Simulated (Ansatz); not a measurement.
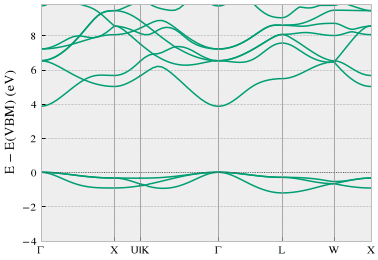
Fig. 1. Band structure from the program Ansatz at the PBE level (PAW)

Task: Read off the gap and where the band edges lie.

Result: About 3.9 eV (3.86 eV by a search for the band edges); maximum at Γ, minimum at Γ.

The material is KI (rock salt, space group No. 225).

Space group Fm-3m (rock salt). Symmetry was held in the PBE relaxation. Spin–orbit coupling is left out wherever it is not named.

Potentials: the later of the program's two PAW sets.
